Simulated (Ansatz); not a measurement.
The starting structures come from a database of crystals and need not be the phases stable at ambient conditions.

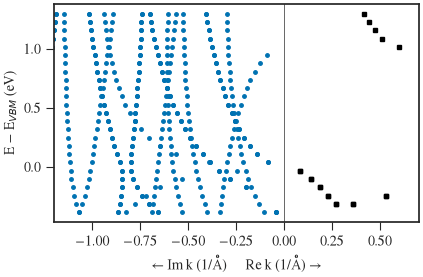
Figure: Complex bands at the centre of the two-dimensional zone; PBEsol (Ansatz, a program for electronic structure)

The gap is the functional's own. No spin-orbit coupling. Mid-gap values are interpolated on the energy grid.

Problem. This is K$_{2}$PtBr$_{6}$ (Fm-3m, not sure to be the ambient phase, 9 atoms a cell, 31.0 Å³ an atom) along the normal of (001). Read off the slowest decay at the centre of the two-dimensional zone at 0.53 eV, the computed energy nearest the middle of the gap.

Solution. κ ≈ 0.22 1/Å, a decay length 1/(2κ) of the density of 2.2 Å.
